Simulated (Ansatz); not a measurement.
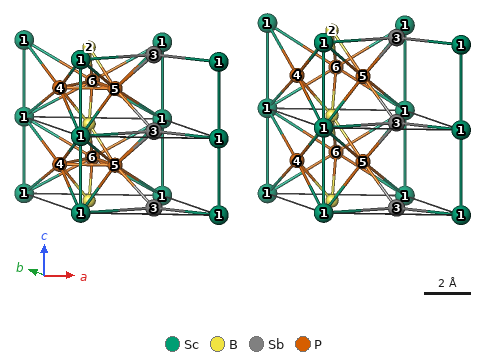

Two geometries of crystalline ScBSbP3 (a generated structure, set up in P-6m2) (coarse preliminary run), drawn at one scale. One is the start of a relaxation, the other its converged end. Style: ball-and-stick. Shown: the cell of the calculation, repeated 1 × 1 × 2 with one cell outlined, slightly off an axis.

All numbers below come from Ansatz 0.2.0, DFT PBE, scalar-relativistic, plane waves, PAW. Settings: plane-wave cutoff 420 eV; k-point mesh 3 × 3 × 4; occupations gaussian; smearing width 0.1 eV; no spin polarisation; cell and atoms relaxed; force threshold 0.04 eV/Å; at most 70 steps.

Q: Which of the two is the end point?

A: The left one is the relaxed one. The largest moves relative to the cell, 0.28 Å, are those of P4, P5 and P6. P5 goes along [−1 1 0]. Sc and B and Sb stay in place. Cell: a = b 6.051 → 6.080 Å (+0.5 %), c 3.774 → 3.396 Å (−10.0 %). Volume −9.1 %. Some distances before and after: P4–P5 2.908 → 2.438 Å, Sc1–Sc1 3.774 → 3.396 Å, B2–P4 2.526 → 2.206 Å, Sb3–P4 2.618 → 2.703 Å. Bond angles that change, for instance: Sb3–P5–Sb3 92.2° → 77.8°. The space group stays P-6m2 (No. 187). The energy falls by 219 meV per atom in 7 accepted moves (8 points after the start). The largest force component goes from 2.2 to 0.014 eV/Å. Pressure: −5.77 GPa at the start and −0.07 GPa at the end. The SCF was repeated once at an unchanged geometry on a basis and grid sized afresh for the cell, which shifted the energy by 0.3 meV per atom at most. The run took 84 s on 1 thread of Intel(R) Xeon(R) Processor @ 2.50GHz (Skylake/Cascade Lake) (shared host), peak memory 0.41 GiB.

Limits of the set-up: the k-point mesh is coarse for a cell with partly filled bands.
